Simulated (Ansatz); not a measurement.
# Charge trapping in a frame of liquid mixture of pyrrole and H2O from 300 K (194 atoms)

Does an extra electron or hole in a frame of liquid mixture of pyrrole and H2O from 300 K (194 atoms) stay spread out, or do the atoms trap it?

Main program and level: Ansatz 0.2.0; Kohn-Sham DFT, r2SCAN+D4, PAW (set soft_2), plane waves.

**1. Starting point**

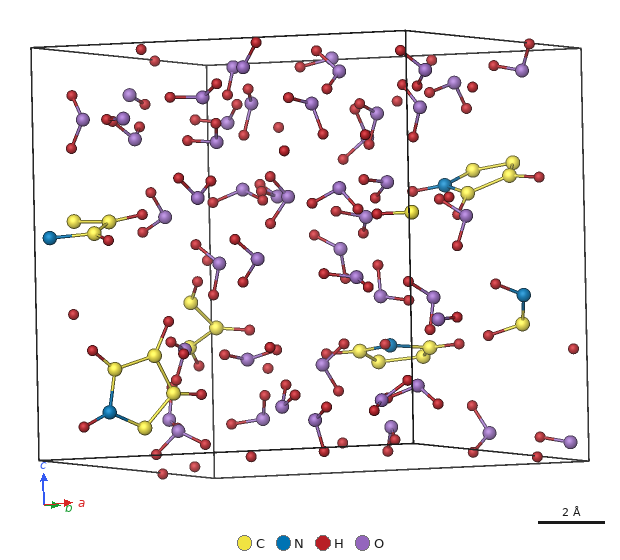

The starting structure, seen slightly off an axis (carbon yellow, nitrogen blue, hydrogen red, oxygen purple). Bonds to atoms that aren't drawn are left out. Some periodic images of atoms are drawn too.

The cell holds 194 atoms: 20 C, 5 N, 121 H and 48 O. Cell: a = 12.622 Å, b = 12.622 Å, c = 12.622 Å, α = 90.0°, β = 90.0°, γ = 90.0°. 5 pyrrole, 48 H2O placed at random, at 0.991 g/cm³; overlaps pushed apart, then 10 ps at 450 K with MMFF94 bonds, angles, torsions, charges and radii (Halgren, J. Comput. Chem. 17, 490 (1996)) in harmonic and 12-6 forms; SPC/E water (Berendsen, Grigera and Straatsma, J. Phys. Chem. 91, 6269 (1987)). Snapshot after 20 ps at 300 K and fixed volume.

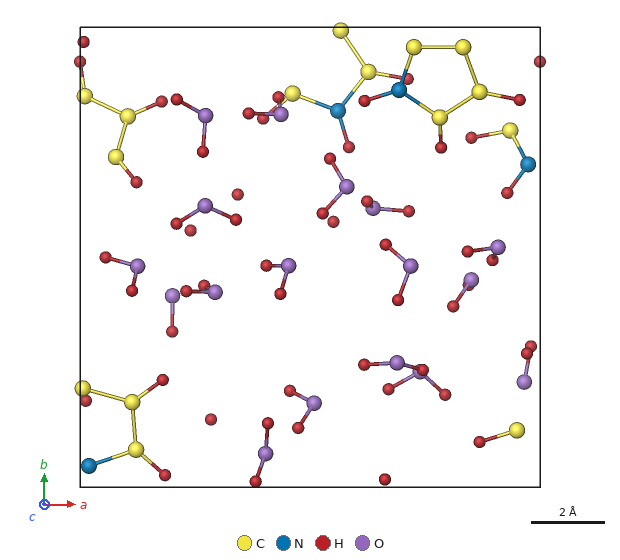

A slice 6 Å thick through the middle of the cell. Bonds to atoms that aren't drawn are left out.

What the set-up can't give: The network of contacts between molecules at the start is that of the classical potential that made the cell, and needn't be the one that DFT or experiment would give. Only the Γ point is sampled, in a cell whose shortest periodic width is 13 Å. The liquid is relaxed first, so the results are those of a frozen frame at zero temperature.

**2. Single point at the start**

The forces at the start show how far the geometry lies from a minimum of this functional.

The input, input.yaml:

```yaml
crystal:
  lattice:
    - [12.62234, 0.0, 0.0]
    - [0.0, 12.62234, 0.0]
    - [0.0, 0.0, 12.62234]
  atoms:
    - { symbol: C, position: [0.2473, 0.14213, 0.24994] }
    - { symbol: C, position: [0.26365, 0.21132, 0.16099] }
    - { symbol: C, position: [0.20485, 0.1699, 0.0777] }
    - { symbol: "N", position: [0.15482, 0.07784, 0.1138] }
    - { symbol: C, position: [0.17568, 0.0677, 0.21666] }
    - { symbol: H, position: [0.28422, 0.1475, 0.33135] }
    - { symbol: H, position: [0.30381, 0.28453, 0.15982] }
    - { symbol: H, position: [0.2026, 0.19553, 0.99554] }
    - { symbol: H, position: [0.11194, 0.02142, 0.07746] }
    - { symbol: H, position: [0.14901, 0.99903, 0.26017] }
    - { symbol: C, position: [0.10335, 0.80648, 0.35168] }
    - { symbol: C, position: [0.00985, 0.85054, 0.31002] }
    - { symbol: C, position: [0.93468, 0.77572, 0.32535] }
    - { symbol: "N", position: [0.97383, 0.70212, 0.39068] }
    - { symbol: C, position: [0.07763, 0.71817, 0.40992] }
    - { symbol: H, position: [0.17695, 0.83865, 0.34473] }
    - { symbol: H, position: [0.99938, 0.92545, 0.26909] }
    - { symbol: H, position: [0.85031, 0.76002, 0.30014] }
    - { symbol: H, position: [0.92838, 0.64007, 0.41688] }
    - { symbol: H, position: [0.12225, 0.66338, 0.45667] }
    - { symbol: C, position: [0.4622, 0.96075, 0.26115] }
    - { symbol: C, position: [0.56641, 0.99305, 0.27132] }
    - { symbol: C, position: [0.62658, 0.90319, 0.2865] }
    - { symbol: "N", position: [0.56031, 0.81858, 0.29101] }
    - { symbol: C, position: [0.46163, 0.85611, 0.28278] }
    - { symbol: H, position: [0.38969, 0.00352, 0.24247] }
    - { symbol: H, position: [0.58794, 0.07327, 0.25285] }
    - { symbol: H, position: [0.71187, 0.88813, 0.29135] }
    - { symbol: H, position: [0.58391, 0.7396, 0.28937] }
    - { symbol: H, position: [0.39762, 0.80168, 0.27675] }
    - { symbol: C, position: [0.11276, 0.18514, 0.58123] }
    - { symbol: C, position: [0.00543, 0.21497, 0.58788] }
    [... 156 atom lines left out ...]
    - { symbol: O, position: [0.27145, 0.61211, 0.67123] }
    - { symbol: H, position: [0.33846, 0.58191, 0.64166] }
    - { symbol: H, position: [0.20937, 0.57328, 0.64099] }
    - { symbol: O, position: [0.40285, 0.07324, 0.62245] }
    - { symbol: H, position: [0.40786, 0.13923, 0.666] }
    - { symbol: H, position: [0.38121, 0.01266, 0.6687] }
kpoints:
  mp_grid: { grid: [1, 1, 1] }
hamiltonian:
  xc: r2scan
  dispersion: d4
scf:
  occupations: { method: fixed }
output:
  forces: true
```

On the command line:

```
> ansatz run input.yaml --threads 4 --pin off --max-ram 8192MiB --backend cpu --events-out ev --progress --plain --runs-dir out
```

Numbers of over 12 decimals in the logs are rounded to 6 here.

The program printed:

```text
[...]
Pseudopotentials: kind: paw
Pseudopotential: C, paw, valence charge 4, recommended cutoff 500 eV (meta_gga), C.paw.azcp
Pseudopotential: N, paw, valence charge 5, recommended cutoff 500 eV (meta_gga), N.paw.azcp
Pseudopotential: H, paw, valence charge 1, recommended cutoff 500 eV (meta_gga), H.paw.azcp
Pseudopotential: O, paw, valence charge 6, recommended cutoff 500 eV (meta_gga), O.paw.azcp
[... 6 lines on functional and potentials left out ...]
Crystal: 194 atoms, lattice volume = 2011.035 Å³
Basis set: ecut = 500 eV, 50883 PW (Γ), exchange–correlation on 384×384×384 points (64 copies of the dense FFT grid, shifted against one another)
Bands: 451, of which v1, the nominal top of the filled ones, is band 257 counted from 1 (256 counted from 0)
Symmetry: 1 space group operations
Space group: P1 (ITA 1), of the structure as read, at distance tolerance 1.3e-4 Å
k-points: 1
[... 12 lines on functional and potentials left out ...]
Initial density: superposition of atomic densities (neutral atoms: chi_scale 0, normalization atom), corrected by the library's trained network
Initial wavefunctions: pseudopotential atomic-orbital guess
[...]
SCF iter   1: F=—  HF=-36195.194577 eV  |F-HF|=—  |Δ(HF+E_count)|=         —  Δρ=6.53e-3  dr2=1.21e0  dr2_τ=1.19e1  ethr=1.77e-3  ⟨swp⟩=5.0  Hψ=1422  notcnv=0  defer=190
preconditioner: auto → Resta (q_TF=auto, 2.173 Å⁻¹)  ε∞=2.1  [insulator: Δε(μ)=3.812 eV  Ē_g=18.234 eV  n_scr=364 (ndim 8)  ℏωp=18.8 eV  f_vac=0.256  ε∞_Penn≈2.1]
SCF iter   2: F=—  HF=-36192.485787 eV  |F-HF|=—  |Δ(HF+E_count)|=    2.71e0  Δρ=3.99e-3  dr2=2.90e-1  dr2_τ=1.77e-2  ethr=2.36e-4  ⟨swp⟩=3.0  Hψ=709  notcnv=0  defer=192
SCF iter   3: F=—  HF=-36192.437796 eV  |F-HF|=—  |Δ(HF+E_count)|=   4.80e-2  Δρ=1.42e-3  dr2=5.51e-2  dr2_τ=6.75e-3  ethr=5.64e-5  ⟨swp⟩=4.0  Hψ=485  notcnv=0  defer=76
automatic band count: iteration 3 solves 335 bands in place of 451: the levels show a gap, and the empty bands left out lie too high to hold charge; the band table lists the bands solved (type scf.n_extra_bands for more)
SCF iter   4: F=—  HF=-36192.434208 eV  |F-HF|=—  |Δ(HF+E_count)|=   3.59e-3  Δρ=3.93e-4  dr2=3.35e-3  dr2_τ=4.37e-4  ethr=1.07e-5  ⟨swp⟩=3.0  Hψ=579  notcnv=0  defer=76
SCF iter   5: F=—  HF=-36192.436003 eV  |F-HF|=—  |Δ(HF+E_count)|=   1.79e-3  Δρ=1.67e-4  dr2=6.13e-4  dr2_τ=6.57e-5  ethr=6.51e-7  ⟨swp⟩=2.0  Hψ=520  notcnv=0  defer=76
[...]
SCF iter   9: F=—  HF=-36192.438857 eV  |F-HF|=—  |Δ(HF+E_count)|=   6.54e-7  Δρ=2.70e-6  dr2=1.85e-7  dr2_τ=2.00e-8  ethr=3.67e-10  ⟨swp⟩=2.0  Hψ=517  notcnv=0  defer=76
SCF iter  10: F=-36192.438857 eV  HF=-36192.438857 eV  |F-HF|=3.15e-8  |Δ(HF+E_count)|=   2.69e-7  Δρ=8.99e-7  dr2=2.41e-8  dr2_τ=2.16e-9  ethr=1.95e-11  ⟨swp⟩=4.0  Hψ=1052  notcnv=0
SCF 1 converged in 10 iterations: F = -36192.438857 eV  dr2 = 2.41e-8
[...]
SCF converged after 10 iterations
Free energy (F): -36192.438857 eV
Harris-Foulkes:  -36192.438857 eV  (|F-HF|=3.15e-8)
Internal energy: -36192.438857 eV  (E = F + TS)
E sigma→0 (E₀):  -36192.438857 eV
Fermi energy:    -0.688543 eV
--- Per-component energies (eV) ---
[...]
Σ components = -36192.438857   (vs F -36192.438857, Δ=0.00e0)
--- Forces (eV/Å), atoms counted from 1 ---
  atom   1  C      0.45098855     1.25712858     0.92871492
  atom   2  C     -1.05445861    -1.33483261    -0.04134315
  atom   3  C      0.12723454    -0.53851429     0.00927259
  atom   4  N      0.45794233     1.51256562    -0.50409923
[...]
atom 194  H      0.33157469     1.66328641    -0.55620761
  max |Σ_I F_I| component: 2.18e-4 eV/Å
```

Run time: 72 s. Hardware: 4 threads of Arm Neoverse V1, shared host; peak memory 5.3 GiB.

The r.m.s. force at the start is 0.79 eV/Å.

**3. Relaxation**

The atoms are relaxed in the fixed cell, aiming at the force tolerance of the input.

The input, input.yaml:

```yaml
crystal:
  lattice:
    - [12.62234, 0.0, 0.0]
    - [0.0, 12.62234, 0.0]
    - [0.0, 0.0, 12.62234]
  atoms:
    [... the 194 atom lines of step 2 ...]
kpoints:
  mp_grid: { grid: [1, 1, 1] }
hamiltonian:
  xc: r2scan
  dispersion: d4
scf:
  occupations: { method: fixed }
output:
  forces: true
relax:
  f_tol: 0.06
  max_steps: 150
```

The program printed:

```text
[...]
Crystal: 194 atoms, lattice volume = 2011.035 Å³
Basis set: ecut = 500 eV, 50883 PW (Γ), exchange–correlation on 384×384×384 points (64 copies of the dense FFT grid, shifted against one another)
Bands: 451, of which v1, the nominal top of the filled ones, is band 257 counted from 1 (256 counted from 0)
Symmetry: 1 space group operations
[...]
k-points: 1
[...]
SCF iter   1: F=—  HF=-36195.194574 eV  |F-HF|=—  |Δ(HF+E_count)|=         —  Δρ=6.53e-3  dr2=1.21e0  dr2_τ=1.19e1  ethr=1.77e-3  ⟨swp⟩=5.0  Hψ=1422  notcnv=0  defer=190
[...]
SCF iter   7: F=-36192.438854 eV  HF=-36192.438841 eV  |F-HF|=1.26e-5  |Δ(HF+E_count)|=   2.92e-5  Δρ=2.21e-5  dr2=9.35e-6  dr2_τ=7.44e-7  ethr=1.75e-8  ⟨swp⟩=3.0  Hψ=1114  notcnv=0
SCF 1 converged in 7 iterations: F = -36192.438854 eV  dr2 = 9.35e-6
[...]
relax step   1: F+E_penalty+E_count = -36192.43885410 eV  Δ(F+E_penalty+E_count) = +0.000e0 eV  max|allowed force component| = 3.660e0 eV/Å  Δτ_max = 0.0000 Å  (7 SCF iters, dr2 threshold 9.00e-5 eV, accepted)
[... from here on, the SCF cycles and remarks between the steps are left out ...]
relax step   2: F+E_penalty+E_count = -36197.90861165 eV  Δ(F+E_penalty+E_count) = -5.470e0 eV  max|allowed force component| = 1.113e0 eV/Å  Δτ_max = 0.1949 Å  (7 SCF iters, dr2 threshold 1.00e-4 eV, accepted)
relax step   3: F+E_penalty+E_count = -36200.16721786 eV  Δ(F+E_penalty+E_count) = -2.259e0 eV  max|allowed force component| = 1.146e0 eV/Å  Δτ_max = 0.1938 Å  (7 SCF iters, dr2 threshold 7.74e-5 eV, accepted)
relax step   4: F+E_penalty+E_count = -36201.17627217 eV  Δ(F+E_penalty+E_count) = -1.009e0 eV  max|allowed force component| = 1.438e0 eV/Å  Δτ_max = 0.1949 Å  (7 SCF iters, dr2 threshold 1.00e-4 eV, accepted)
relax step   5: F+E_penalty+E_count = -36201.85280092 eV  Δ(F+E_penalty+E_count) = -6.765e-1 eV  max|allowed force component| = 1.003e0 eV/Å  Δτ_max = 0.1944 Å  (7 SCF iters, dr2 threshold 1.00e-4 eV, accepted)
relax step   6: F+E_penalty+E_count = -36202.32990585 eV  Δ(F+E_penalty+E_count) = -4.771e-1 eV  max|allowed force component| = 8.025e-1 eV/Å  Δτ_max = 0.1927 Å  (7 SCF iters, dr2 threshold 1.00e-4 eV, accepted)
relax step   7: F+E_penalty+E_count = -36202.71509109 eV  Δ(F+E_penalty+E_count) = -3.852e-1 eV  max|allowed force component| = 8.507e-1 eV/Å  Δτ_max = 0.1959 Å  (7 SCF iters, dr2 threshold 1.00e-4 eV, accepted)
relax step   8: F+E_penalty+E_count = -36202.97427065 eV  Δ(F+E_penalty+E_count) = -2.592e-1 eV  max|allowed force component| = 1.137e0 eV/Å  Δτ_max = 0.1927 Å  (7 SCF iters, dr2 threshold 1.00e-4 eV, accepted)
relax step   9: F+E_penalty+E_count = -36203.07299302 eV  Δ(F+E_penalty+E_count) = -9.872e-2 eV  max|allowed force component| = 1.964e0 eV/Å  Δτ_max = 0.1939 Å  (7 SCF iters, dr2 threshold 1.00e-4 eV, accepted)
relax step  10: F+E_penalty+E_count = -36203.31260645 eV  Δ(F+E_penalty+E_count) = -2.396e-1 eV  max|allowed force component| = 8.734e-1 eV/Å  Δτ_max = 0.2000 Å  (7 SCF iters, dr2 threshold 1.00e-4 eV, accepted)
relax step  11: F+E_penalty+E_count = -36203.45763383 eV  Δ(F+E_penalty+E_count) = -1.450e-1 eV  max|allowed force component| = 2.579e-1 eV/Å  Δτ_max = 0.1928 Å  (7 SCF iters, dr2 threshold 1.00e-4 eV, accepted)
relax step  12: F+E_penalty+E_count = -36203.52598002 eV  Δ(F+E_penalty+E_count) = -6.835e-2 eV  max|allowed force component| = 5.459e-1 eV/Å  Δτ_max = 0.1939 Å  (8 SCF iters, dr2 threshold 5.80e-6 eV, accepted)
relax step  13: F+E_penalty+E_count = -36203.57939651 eV  Δ(F+E_penalty+E_count) = -5.342e-2 eV  max|allowed force component| = 7.065e-1 eV/Å  Δτ_max = 0.1926 Å  (6 SCF iters, dr2 threshold 2.60e-5 eV, accepted)
relax step  14: F+E_penalty+E_count = -36203.68439554 eV  Δ(F+E_penalty+E_count) = -1.050e-1 eV  max|allowed force component| = 4.629e-1 eV/Å  Δτ_max = 0.2000 Å  (7 SCF iters, dr2 threshold 1.00e-4 eV, accepted)
relax step  15: F+E_penalty+E_count = -36203.73285785 eV  Δ(F+E_penalty+E_count) = -4.846e-2 eV  max|allowed force component| = 1.465e0 eV/Å  Δτ_max = 0.1952 Å  (7 SCF iters, dr2 threshold 9.20e-5 eV, accepted)
relax step  16: F+E_penalty+E_count = -36203.84306427 eV  Δ(F+E_penalty+E_count) = -1.102e-1 eV  max|allowed force component| = 8.949e-1 eV/Å  Δτ_max = 0.2000 Å  (6 SCF iters, dr2 threshold 1.00e-4 eV, accepted)
relax step  17: F+E_penalty+E_count = -36203.92591180 eV  Δ(F+E_penalty+E_count) = -8.285e-2 eV  max|allowed force component| = 3.391e-1 eV/Å  Δτ_max = 0.1973 Å  (6 SCF iters, dr2 threshold 1.00e-4 eV, accepted)
relax step  18: F+E_penalty+E_count = -36203.99360337 eV  Δ(F+E_penalty+E_count) = -6.769e-2 eV  max|allowed force component| = 4.502e-1 eV/Å  Δτ_max = 0.1912 Å  (7 SCF iters, dr2 threshold 1.65e-5 eV, accepted)
relax step  19: F+E_penalty+E_count = -36204.03896554 eV  Δ(F+E_penalty+E_count) = -4.536e-2 eV  max|allowed force component| = 6.004e-1 eV/Å  Δτ_max = 0.1905 Å  (6 SCF iters, dr2 threshold 2.91e-5 eV, accepted)
relax step  20: F+E_penalty+E_count = -36204.06784643 eV  Δ(F+E_penalty+E_count) = -2.888e-2 eV  max|allowed force component| = 9.327e-1 eV/Å  Δτ_max = 0.1905 Å  (6 SCF iters, dr2 threshold 1.00e-4 eV, accepted)
relax step  21: F+E_penalty+E_count = -36204.13572701 eV  Δ(F+E_penalty+E_count) = -6.788e-2 eV  max|allowed force component| = 2.098e-1 eV/Å  Δτ_max = 0.2000 Å  (7 SCF iters, dr2 threshold 1.00e-4 eV, accepted)
relax step  22: F+E_penalty+E_count = -36204.17021363 eV  Δ(F+E_penalty+E_count) = -3.449e-2 eV  max|allowed force component| = 5.930e-1 eV/Å  Δτ_max = 0.1905 Å  (9 SCF iters, accepted)
relax step  23: F+E_penalty+E_count = -36204.19418460 eV  Δ(F+E_penalty+E_count) = -2.397e-2 eV  max|allowed force component| = 5.017e-1 eV/Å  Δτ_max = 0.0826 Å  (6 SCF iters, dr2 threshold 2.20e-5 eV, accepted)
relax step  24: F+E_penalty+E_count = -36204.22196038 eV  Δ(F+E_penalty+E_count) = -2.778e-2 eV  max|allowed force component| = 2.979e-1 eV/Å  Δτ_max = 0.1303 Å  (7 SCF iters, dr2 threshold 1.00e-4 eV, accepted)
relax step  25: F+E_penalty+E_count = -36204.24289080 eV  Δ(F+E_penalty+E_count) = -2.093e-2 eV  max|allowed force component| = 2.300e-1 eV/Å  Δτ_max = 0.1629 Å  (7 SCF iters, dr2 threshold 3.13e-5 eV, accepted)
[...]
relax step  33: F+E_penalty+E_count = -36204.38756296 eV  Δ(F+E_penalty+E_count) = -8.727e-3 eV  max|allowed force component| = 3.526e-1 eV/Å  Δτ_max = 0.1908 Å  (7 SCF iters, dr2 threshold 1.57e-5 eV, accepted)
relax step  34: F+E_penalty+E_count = -36204.40053514 eV  Δ(F+E_penalty+E_count) = -1.297e-2 eV  max|allowed force component| = 9.934e-2 eV/Å  Δτ_max = 0.0353 Å  (5 SCF iters, dr2 threshold 3.87e-5 eV, accepted)
relax step  35: F+E_penalty+E_count = -36204.40506685 eV  Δ(F+E_penalty+E_count) = -4.532e-3 eV  max|allowed force component| = 6.934e-2 eV/Å  Δτ_max = 0.2000 Å  (9 SCF iters, accepted)
relax step  36: F+E_penalty+E_count = -36204.41892168 eV  Δ(F+E_penalty+E_count) = -1.385e-2 eV  max|allowed force component| = 7.070e-2 eV/Å  Δτ_max = 0.0812 Å  (9 SCF iters, accepted)
relax step  37: F+E_penalty+E_count = -36204.42758354 eV  Δ(F+E_penalty+E_count) = -8.662e-3 eV  max|allowed force component| = 9.970e-2 eV/Å  Δτ_max = 0.1089 Å  (9 SCF iters, accepted)
relax step  38: F+E_penalty+E_count = -36204.43594060 eV  Δ(F+E_penalty+E_count) = -8.357e-3 eV  max|allowed force component| = 1.791e-1 eV/Å  Δτ_max = 0.1623 Å  (7 SCF iters, dr2 threshold 9.94e-6 eV, accepted)
relax step  39: F+E_penalty+E_count = -36204.44485982 eV  Δ(F+E_penalty+E_count) = -8.919e-3 eV  max|allowed force component| = 2.588e-1 eV/Å  Δτ_max = 0.1409 Å  (6 SCF iters, dr2 threshold 3.21e-5 eV, accepted)
relax step  40: F+E_penalty+E_count = -36204.45909981 eV  Δ(F+E_penalty+E_count) = -1.424e-2 eV  max|allowed force component| = 2.169e-1 eV/Å  Δτ_max = 0.1951 Å  (6 SCF iters, dr2 threshold 6.70e-5 eV, accepted)
relax step  41: F+E_penalty+E_count = -36204.46926436 eV  Δ(F+E_penalty+E_count) = -1.016e-2 eV  max|allowed force component| = 2.767e-1 eV/Å  Δτ_max = 0.1346 Å  (6 SCF iters, dr2 threshold 3.31e-5 eV, accepted)
relax step  42: F+E_penalty+E_count = -36204.48327279 eV  Δ(F+E_penalty+E_count) = -1.401e-2 eV  max|allowed force component| = 9.749e-2 eV/Å  Δτ_max = 0.0774 Å  (6 SCF iters, dr2 threshold 5.38e-5 eV, accepted)
relax step  43: F+E_penalty+E_count = -36204.48510445 eV  Δ(F+E_penalty+E_count) = -1.832e-3 eV  max|allowed force component| = 1.074e-1 eV/Å  Δτ_max = 0.0806 Å  (8 SCF iters, accepted)
relax step  44: F+E_penalty+E_count = -36204.49141918 eV  Δ(F+E_penalty+E_count) = -6.315e-3 eV  max|allowed force component| = 8.562e-2 eV/Å  Δτ_max = 0.0607 Å  (8 SCF iters, accepted)
relax step  45: F+E_penalty+E_count = -36204.49302701 eV  Δ(F+E_penalty+E_count) = -1.608e-3 eV  max|allowed force component| = 5.803e-2 eV/Å  Δτ_max = 0.0250 Å  (6 SCF iters, dr2 threshold 4.66e-6 eV, accepted)
relax step  46: F+E_penalty+E_count = -36204.49302726 eV  Δ(F+E_penalty+E_count) = -2.574e-7 eV  max|allowed force component| = 5.804e-2 eV/Å  Δτ_max = 0.0000 Å  (3 SCF iters, accepted)
[...]
SCF iter   2: F=-36204.493027 eV  HF=-36204.493027 eV  |F-HF|=3.00e-8  |Δ(HF+E_count)|=   3.80e-8  Δρ=6.52e-7  dr2=1.55e-8  dr2_τ=3.40e-10  ethr=7.32e-12  ⟨swp⟩=3.0  Hψ=910  notcnv=0
SCF 47 converged in 2 iterations: F = -36204.493027 eV  dr2 = 1.55e-8
SCF converged after 2 iterations
Free energy (F): -36204.493027 eV
[...]
Internal energy: -36204.493027 eV  (E = F + TS)
E sigma→0 (E₀):  -36204.493027 eV
Fermi energy:    -0.882459 eV
[...]
Σ components = -36204.493027   (vs F -36204.493027, Δ=0.00e0)
--- Forces (eV/Å), atoms counted from 1 ---
  atom   1  C      0.00081691     0.00576923    -0.00153713
  atom   2  C     -0.00151875     0.00108642    -0.00868007
  atom   3  C     -0.00223651    -0.00039855     0.00593572
  atom   4  N      0.01885731     0.00007507     0.01038779
[...]
atom 194  H      0.00676205    -0.00080400     0.00242570
  max |Σ_I F_I| component: 7.97e-5 eV/Å
--- Relaxed structure (46 steps of the walk, 46 accepted, 0 SCFs on fresh bases) ---
  F+E_penalty+E_count = -36204.49302726 eV   max|allowed force component| = 5.804e-2 eV/Å
  atoms:
    - { symbol: C, position: [0.329652, 0.164337, 0.275191] }
    - { symbol: C, position: [0.369138, 0.196995, 0.174802] }
    - { symbol: C, position: [0.293057, 0.171541, 0.100537] }
    - { symbol: N, position: [0.210185, 0.125233, 0.152103] }
[...]
- { symbol: H, position: [0.479562, 0.011848, 0.603370] }
```

Wall time 42 min (4 threads); peak memory 5.1 GiB; 2.8 h of CPU time.

The relaxation converged after 46 steps, 12.1 eV below its start, with a largest force component of 0.058 eV/Å.

[end of part 1 of 4]

[Logs are printed without paths, hosts, clocks, repeated set-up lines and the standing remarks that a program may print on its own settings, such as how far it seeks lower states.]

[Hosts, paths, dates, database ids (printed as entryN), source tags and the programs' standing remarks are cut or masked in the printed files.]

[The MMFF94 radii named for the starting cell were scaled by 0.96; in molecules described by MMFF94, hydrogen bound to N, O or S took a small fixed 12-6 site in their place.]
